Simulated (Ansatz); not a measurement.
# Geometry relaxation of WH₅O₄F (part 2 of 2)

Continued. System: WH₅O₄F. Method: RKS PBE/def2-SVP (Ansatz 0.2.0). It belongs to a series of runs on one base structure; here: start relaxed.

Geometry of the input (Å):
```
W  0.0000  0.0000  0.0000
H  0.0000  0.0000  1.7200
F  1.8500  0.0000  0.0000
O  0.0000  1.9400  0.0000
H  -0.6343  2.2771  -0.7100
O  -1.9400  0.0000  0.0000
H  -2.2771  -0.1263  0.9437
O  0.0000  -1.9400  0.0000
H  0.3816  -2.2771  0.8723
O  0.0000  0.0000  -1.9400
H  0.5278  0.7924  -2.2771
```

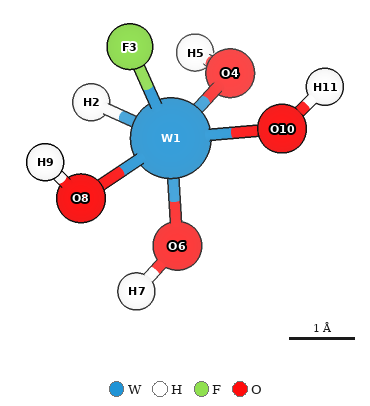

Fig. 1: The geometry at step 19 of the log (ball-and-stick view, seen at an oblique angle; atoms are numbered from 1 in the order of the input).

### Trajectory as extended XYZ, continued
```
11
Properties=species:S:1:pos:R:3:forces:R:3 step=9 energy=-12798.50505
W    -0.1280   -0.0082   -0.2424   -0.1450  -0.0637  -0.0460
H     0.0048    0.3948    1.4611    0.0533   0.0876  -0.1039
F     1.7651   -0.0545   -0.0234    0.0942  -0.0618   0.0393
O    -0.1149    1.9113   -0.3206   -0.4003   0.8293   1.1440
H    -0.2968    2.4508    0.5081    0.3952  -0.7770  -1.1234
O    -2.0022   -0.0641    0.0175   -0.2042  -0.1542   0.2839
H    -2.5517   -0.4961    0.7082    0.2833   0.1046  -0.3962
O    -0.0671   -1.8072    0.3682   -0.0274  -0.1196   0.2245
H     0.4800   -2.2634    1.0360   -0.0142   0.1389  -0.1705
O     0.1377    0.0395   -2.1392    0.0594   0.0698  -0.0418
H     0.6811    0.5631   -2.7647   -0.0944  -0.0537   0.1902
11
Properties=species:S:1:pos:R:3:forces:R:3 step=10 energy=-12798.56954
W    -0.1678   -0.0063   -0.2391    0.1642   0.2173   0.3530
H     0.0349    0.5101    1.4215   -0.0800  -0.1864  -0.0576
F     1.7304   -0.1058   -0.0214    0.0832  -0.0607  -0.0879
O    -0.1395    1.9179   -0.3190    0.0310   0.7539   0.8682
H    -0.1062    2.4302    0.5408   -0.0211  -0.6631  -1.0893
O    -2.0389   -0.0875   -0.0108   -0.4723  -0.4353   0.4821
H    -2.5804   -0.6410    0.6049    0.4245   0.3408  -0.5127
O    -0.1082   -1.7894    0.4326    0.0716  -0.2586   0.4064
H     0.5383   -2.2062    1.0437   -0.1927   0.2526  -0.3354
O     0.0936    0.0506   -2.1265    0.0215   0.0146  -0.1297
H     0.6517    0.5936   -2.7177   -0.0301   0.0249   0.1029
11
Properties=species:S:1:pos:R:3:forces:R:3 step=11 energy=-12798.55965 accepted=F
W    -0.1760    0.0173   -0.2022   -0.1392  -0.6684  -2.0115
H     0.0207    0.5081    1.4072   -0.0032   0.4098   0.6575
F     1.7139   -0.1332    0.0081    0.1248  -0.1150   0.0259
O    -0.0793    1.9436   -0.3831   -0.1455  -0.1241   0.5311
H    -0.0791    2.3451    0.5083    0.0735   0.2982  -0.2077
O    -2.0595   -0.0841   -0.0099    0.2221   0.0096   0.1701
H    -2.5439   -0.6923    0.5803   -0.0017  -0.0098  -0.1052
O    -0.1494   -1.7733    0.4743   -0.2568   0.1250   0.2065
H     0.5666   -2.1536    1.0094    0.1937  -0.0832   0.0139
O     0.0781    0.0352   -2.1294   -0.1672   0.0060   0.8248
H     0.6160    0.6534   -2.6540    0.0994   0.1519  -0.1053
11
Properties=species:S:1:pos:R:3:forces:R:3 step=12 energy=-12798.62147
W    -0.1680    0.0000   -0.2266   -0.0290   0.0792  -0.0896
H     0.0169    0.5033    1.4295    0.0311   0.0029   0.0244
F     1.7311   -0.1323   -0.0321   -0.0117  -0.0657   0.0107
O    -0.1312    1.9303   -0.3347    0.0371   0.0431   0.1984
H    -0.0865    2.4199    0.5123   -0.0076  -0.0964  -0.2573
O    -2.0424   -0.0872   -0.0030   -0.0309  -0.1171   0.1089
H    -2.5654   -0.6684    0.5839    0.1109   0.0400  -0.1555
O    -0.1364   -1.7809    0.4682   -0.0244  -0.0794   0.2068
H     0.5576   -2.1882    1.0230   -0.0405   0.1254  -0.1557
O     0.0888    0.0502   -2.1222   -0.0320   0.0163   0.0697
H     0.6436    0.6195   -2.6894   -0.0030   0.0516   0.0392
11
Properties=species:S:1:pos:R:3:forces:R:3 step=13 energy=-12798.65189
W    -0.1712    0.0026   -0.2087    0.0577   0.1110  -0.1060
H     0.0386    0.5408    1.4332    0.0037   0.0030  -0.0148
F     1.7250   -0.1840   -0.0295   -0.0552  -0.0975   0.0160
O    -0.1103    1.9332   -0.3523   -0.0067  -0.0386   0.0472
H    -0.0515    2.4378    0.4805   -0.0060  -0.0156  -0.0829
O    -2.0462   -0.0914    0.0037    0.0013  -0.1092   0.0540
H    -2.5599   -0.7441    0.5190    0.1021   0.0574  -0.0913
O    -0.1748   -1.7697    0.5244   -0.0053  -0.0768   0.1430
H     0.5740   -2.1789    1.0012   -0.0426   0.1215  -0.1196
O     0.0761    0.0547   -2.1074   -0.0219   0.0245   0.0906
H     0.6081    0.6652   -2.6553   -0.0270   0.0202   0.0639
11
Properties=species:S:1:pos:R:3:forces:R:3 step=14 energy=-12798.67504
W    -0.1681    0.0086   -0.1826    0.1689  -0.1311  -0.1292
H     0.0650    0.6135    1.4249    0.0285   0.0190   0.0294
F     1.7123   -0.3281   -0.0150   -0.2072   0.0395  -0.0145
O    -0.0855    1.9378   -0.3868   -0.0129  -0.1542  -0.2773
H    -0.0246    2.4567    0.4273    0.0153   0.2108   0.2670
O    -2.0411   -0.1006    0.0048   -0.1985  -0.4013   0.1956
H    -2.5238   -0.8484    0.4316    0.2917   0.3825  -0.1958
O    -0.2418   -1.7470    0.6200    0.6203  -0.4033   0.3345
H     0.6089   -2.1449    0.9503   -0.7138   0.3889  -0.3056
O     0.0581    0.0637   -2.0823    0.1941   0.2498  -0.0739
H     0.5488    0.7549   -2.5834   -0.1863  -0.2007   0.1699
11
Properties=species:S:1:pos:R:3:forces:R:3 step=15 energy=-12798.68872
W    -0.1681    0.0017   -0.1865    0.2050   0.0234  -0.1576
H     0.0712    0.6007    1.4232   -0.0246   0.0643  -0.0074
F     1.7081   -0.3269   -0.0094   -0.1256  -0.0510   0.0068
O    -0.0806    1.9318   -0.4018   -0.0247  -0.0430  -0.0391
H    -0.0199    2.4604    0.4109   -0.0043   0.0935   0.1096
O    -2.0387   -0.1171    0.0000   -0.1602  -0.1735   0.0998
H    -2.5076   -0.8551    0.4471    0.1672   0.2052  -0.1122
O    -0.2555   -1.7473    0.6285    0.3437  -0.2756   0.1831
H     0.5885   -2.1380    0.9542   -0.3349   0.1853  -0.1446
O     0.0716    0.0743   -2.0817    0.0504   0.0577  -0.0456
H     0.5389    0.7818   -2.5756   -0.0919  -0.0864   0.1072
11
Properties=species:S:1:pos:R:3:forces:R:3 step=16 energy=-12798.69065
W    -0.1198   -0.0180   -0.2102   -0.3142  -0.0878   0.4450
H     0.0625    0.6213    1.3883   -0.0477  -0.0013   0.0363
F     1.7222   -0.3893    0.0544    0.0833  -0.0364  -0.1302
O    -0.0447    1.9211   -0.4141   -0.0110   0.0147  -0.0551
H    -0.0548    2.4329    0.4173    0.0360  -0.0480  -0.1163
O    -1.9989   -0.1121   -0.0285    0.1643   0.0980  -0.1612
H    -2.4400   -0.8461    0.4358   -0.0225  -0.1005   0.0919
O    -0.2732   -1.7608    0.6442   -0.1481   0.1444  -0.1255
H     0.5521   -2.1251    1.0090    0.1654  -0.0859   0.0458
O     0.0867    0.0743   -2.1042    0.1730   0.2739  -0.1259
H     0.4162    0.8678   -2.5831   -0.0785  -0.1711   0.0951
11
Properties=species:S:1:pos:R:3:forces:R:3 step=17 energy=-12798.70029
W    -0.1365   -0.0151   -0.1892   -0.0195  -0.0058  -0.0817
H     0.0364    0.6446    1.4052    0.0430  -0.0391  -0.0122
F     1.7135   -0.4108    0.0105   -0.0032   0.0277   0.0728
O    -0.0558    1.9209   -0.4272    0.0453   0.1195   0.1363
H    -0.0287    2.4583    0.3890   -0.0140  -0.0928  -0.1434
O    -2.0101   -0.1261   -0.0237    0.0037   0.0285  -0.0357
H    -2.4437   -0.8649    0.4442   -0.0084  -0.0424   0.0210
O    -0.2750   -1.7629    0.6533   -0.0803   0.0911  -0.0138
H     0.5654   -2.1331    0.9810    0.0846  -0.0641   0.0169
O     0.0926    0.0849   -2.0820    0.0314   0.1046  -0.0780
H     0.4499    0.8704   -2.5521   -0.0827  -0.1273   0.1178
11
Properties=species:S:1:pos:R:3:forces:R:3 step=18 energy=-12798.70269
W    -0.1379   -0.0124   -0.1871    0.0564  -0.0573  -0.0139
H     0.0538    0.6364    1.4083   -0.0255   0.0411  -0.0087
F     1.7114   -0.4044    0.0332   -0.0130   0.0047  -0.0109
O    -0.0490    1.9234   -0.4329   -0.0006   0.0088   0.0477
H    -0.0294    2.4635    0.3781    0.0056  -0.0142  -0.0202
O    -2.0117   -0.1265   -0.0310   -0.0212   0.0000   0.0230
H    -2.4430   -0.8680    0.4373    0.0084   0.0019  -0.0002
O    -0.2788   -1.7571    0.6610    0.0380  -0.0029  -0.0100
H     0.5677   -2.1417    0.9653   -0.0490   0.0216  -0.0074
O     0.0893    0.0813   -2.0793    0.0268   0.0310  -0.0402
H     0.4356    0.8716   -2.5441   -0.0260  -0.0349   0.0408
11
Properties=species:S:1:pos:R:3:forces:R:3 step=19 energy=-12798.70362
W    -0.1335   -0.0159   -0.1901    0.0062  -0.0138   0.0351
H     0.0451    0.6454    1.4018   -0.0166  -0.0022  -0.0061
F     1.7133   -0.4086    0.0374   -0.0004  -0.0007  -0.0015
O    -0.0440    1.9206   -0.4339    0.0077   0.0116  -0.0125
H    -0.0235    2.4583    0.3781    0.0010  -0.0043  -0.0062
O    -2.0080   -0.1290   -0.0324   -0.0046   0.0171  -0.0088
H    -2.4351   -0.8712    0.4379    0.0015  -0.0084   0.0088
O    -0.2813   -1.7592    0.6597    0.0149   0.0068  -0.0105
H     0.5618   -2.1401    0.9740   -0.0018  -0.0105   0.0042
O     0.0935    0.0821   -2.0819    0.0072   0.0296  -0.0345
H     0.4197    0.8837   -2.5417   -0.0151  -0.0251   0.0319
11
Properties=species:S:1:pos:R:3:forces:R:3 step=20 energy=-12798.70374
W    -0.1278   -0.0197   -0.1875   -0.0223  -0.0393  -0.0814
H     0.0115    0.6621    1.3985   -0.0068   0.0046   0.0053
F     1.7155   -0.3963    0.0687    0.0512   0.0083  -0.0116
O    -0.0264    1.9169   -0.4516    0.0116  -0.0009  -0.0001
H    -0.0147    2.4583    0.3581    0.0093   0.0075  -0.0088
O    -2.0032   -0.1290   -0.0356    0.0085  -0.0028   0.0116
H    -2.4262   -0.8595    0.4560   -0.0189  -0.0157   0.0041
O    -0.2711   -1.7691    0.6466   -0.0485  -0.0171  -0.0055
H     0.5616   -2.1738    0.9580    0.0140   0.0266   0.0107
O     0.0955    0.0774   -2.0832   -0.0378  -0.1021   0.1578
H     0.3932    0.8988   -2.5191    0.0398   0.1310  -0.0821
11
Properties=species:S:1:pos:R:3:forces:R:3 step=21 energy=-12798.70479
W    -0.1259   -0.0222   -0.1895   -0.0325  -0.0219  -0.0359
H     0.0101    0.6584    1.3974    0.0009   0.0095  -0.0012
F     1.7173   -0.4041    0.0644    0.0186   0.0061   0.0000
O    -0.0238    1.9152   -0.4531    0.0186  -0.0008   0.0113
H    -0.0067    2.4571    0.3562    0.0006   0.0038  -0.0033
O    -2.0017   -0.1323   -0.0368    0.0144   0.0019  -0.0128
H    -2.4223   -0.8681    0.4492   -0.0121  -0.0073   0.0063
O    -0.2760   -1.7694    0.6506   -0.0273   0.0059  -0.0075
H     0.5577   -2.1623    0.9730    0.0285  -0.0037   0.0100
O     0.0970    0.0824   -2.0828   -0.0104  -0.0011   0.0384
H     0.3822    0.9113   -2.5198    0.0009   0.0076  -0.0054
11
Properties=species:S:1:pos:R:3:forces:R:3 step=22 energy=-12798.70497
W    -0.1271   -0.0238   -0.1900   -0.0186  -0.0618   0.0417
H    -0.0064    0.6568    1.3988    0.0014  -0.0011  -0.0027
F     1.7162   -0.4063    0.0703   -0.0037   0.0261  -0.0145
O    -0.0081    1.9125   -0.4483    0.0057   0.0340  -0.0278
H     0.0092    2.4621    0.3559    0.0058  -0.0264   0.0018
O    -2.0027   -0.1395   -0.0462    0.0182   0.0047  -0.0021
H    -2.4266   -0.8692    0.4462   -0.0090  -0.0041   0.0023
O    -0.2722   -1.7718    0.6519   -0.0042   0.0180  -0.0117
H     0.5679   -2.1518    0.9755   -0.0046  -0.0023   0.0040
O     0.0887    0.0840   -2.0829    0.0105   0.0024   0.0108
H     0.3692    0.9133   -2.5223   -0.0013   0.0103  -0.0020
11
Properties=species:S:1:pos:R:3:forces:R:3 step=23 energy=-12798.70543
W    -0.1263   -0.0272   -0.1899   -0.0039  -0.0163  -0.0018
H    -0.0177    0.6612    1.3964   -0.0029  -0.0024  -0.0072
F     1.7173   -0.3998    0.0775    0.0008   0.0061  -0.0027
O     0.0003    1.9096   -0.4553    0.0052   0.0257  -0.0107
H     0.0222    2.4579    0.3494    0.0009  -0.0150   0.0055
O    -2.0021   -0.1433   -0.0495    0.0062  -0.0067   0.0029
H    -2.4252   -0.8705    0.4477   -0.0095   0.0073  -0.0042
O    -0.2708   -1.7754    0.6497    0.0120   0.0062  -0.0007
H     0.5665   -2.1563    0.9794   -0.0037  -0.0026   0.0024
O     0.0898    0.0853   -2.0825   -0.0057  -0.0005   0.0117
H     0.3538    0.9247   -2.5140    0.0007  -0.0018   0.0048
11
Properties=species:S:1:pos:R:3:forces:R:3 step=24 energy=-12798.70571
W    -0.1261   -0.0304   -0.1908   -0.0076   0.0024  -0.0054
H    -0.0343    0.6635    1.3936    0.0031   0.0025  -0.0016
F     1.7185   -0.3920    0.0829    0.0011  -0.0016   0.0036
O     0.0108    1.9073   -0.4600    0.0069   0.0063  -0.0005
H     0.0380    2.4517    0.3471   -0.0025  -0.0057   0.0040
O    -2.0021   -0.1471   -0.0545    0.0019  -0.0247   0.0082
H    -2.4287   -0.8688    0.4480   -0.0065   0.0185  -0.0099
O    -0.2652   -1.7784    0.6482    0.0195  -0.0007   0.0040
H     0.5703   -2.1579    0.9843   -0.0103   0.0029  -0.0021
O     0.0864    0.0859   -2.0828   -0.0063   0.0039  -0.0005
H     0.3403    0.9324   -2.5071    0.0008  -0.0038   0.0002
11
Properties=species:S:1:pos:R:3:forces:R:3 step=25 energy=-12798.70585
W    -0.1273   -0.0342   -0.1920    0.0169   0.0279  -0.0077
H    -0.0457    0.6669    1.3897   -0.0148  -0.0101  -0.0013
F     1.7186   -0.3833    0.0897   -0.0023  -0.0094  -0.0048
O     0.0248    1.9041   -0.4627   -0.0065  -0.0010   0.0039
H     0.0551    2.4430    0.3480    0.0005   0.0024  -0.0017
O    -2.0036   -0.1546   -0.0636    0.0023  -0.0249   0.0222
H    -2.4386   -0.8660    0.4464    0.0000   0.0240  -0.0150
O    -0.2577   -1.7815    0.6477    0.0194  -0.0064   0.0078
H     0.5768   -2.1559    0.9918   -0.0139   0.0056  -0.0054
O     0.0799    0.0876   -2.0839   -0.0010   0.0026  -0.0029
H     0.3256    0.9400   -2.5021   -0.0005  -0.0107   0.0048
11
Properties=species:S:1:pos:R:3:forces:R:3 step=26 energy=-12798.70596
W    -0.1269   -0.0349   -0.1925    0.0002  -0.0041  -0.0167
H    -0.0606    0.6626    1.3915    0.0051   0.0102  -0.0009
F     1.7198   -0.3807    0.0895   -0.0082   0.0024   0.0024
O     0.0313    1.9033   -0.4633   -0.0028  -0.0100   0.0180
H     0.0631    2.4409    0.3483    0.0001   0.0047  -0.0011
O    -2.0029   -0.1570   -0.0666    0.0015  -0.0254   0.0187
H    -2.4442   -0.8613    0.4475    0.0053   0.0230  -0.0164
O    -0.2522   -1.7819    0.6476    0.0113  -0.0043   0.0046
H     0.5828   -2.1534    0.9936   -0.0128   0.0060  -0.0052
O     0.0767    0.0878   -2.0847    0.0015  -0.0026  -0.0002
H     0.3212    0.9406   -2.5022   -0.0011   0.0000  -0.0031
11
Properties=species:S:1:pos:R:3:forces:R:3 step=27 energy=-12798.70595 accepted=F
W    -0.1235   -0.0358   -0.1918   -0.0280  -0.0127   0.0009
H    -0.0613    0.6636    1.3915    0.0053   0.0083  -0.0006
F     1.7220   -0.3806    0.0953    0.0029   0.0039  -0.0057
O     0.0320    1.9022   -0.4638    0.0048   0.0013   0.0135
H     0.0613    2.4412    0.3469    0.0012   0.0034  -0.0002
O    -1.9994   -0.1554   -0.0671   -0.0035  -0.0237   0.0123
H    -2.4469   -0.8571    0.4449    0.0080   0.0166  -0.0095
O    -0.2506   -1.7839    0.6464    0.0186  -0.0051   0.0061
H     0.5838   -2.1567    0.9930   -0.0212   0.0107  -0.0083
O     0.0765    0.0871   -2.0841    0.0104  -0.0102  -0.0022
H     0.3140    0.9414   -2.5024    0.0015   0.0074  -0.0064
11
Properties=species:S:1:pos:R:3:forces:R:3 step=28 energy=-12798.70602
W    -0.1259   -0.0351   -0.1928   -0.0097   0.0025   0.0139
H    -0.0590    0.6645    1.3904    0.0057  -0.0082   0.0021
F     1.7204   -0.3813    0.0895   -0.0014   0.0024   0.0021
O     0.0294    1.9031   -0.4604    0.0020  -0.0001  -0.0085
H     0.0607    2.4413    0.3507   -0.0008  -0.0011  -0.0023
O    -2.0015   -0.1565   -0.0658   -0.0003  -0.0106   0.0044
H    -2.4463   -0.8592    0.4468    0.0022   0.0092  -0.0067
O    -0.2521   -1.7823    0.6472    0.0093  -0.0025   0.0030
H     0.5831   -2.1536    0.9929   -0.0080   0.0029  -0.0032
O     0.0782    0.0866   -2.0849   -0.0016  -0.0019   0.0010
H     0.3210    0.9385   -2.5046    0.0026   0.0074  -0.0058
```

### Results in brief

| quantity | value |
| --- | --- |
| outcome | converged |
| total energy | −12798.7061 eV |
| mean-field energy | −12798.7061 eV |
| largest force (length of the vector) at the end | 0.017 eV/Å |
| wall time | 51 s (CPU time 3.2 min) |
| peak memory | 0.18 GiB |
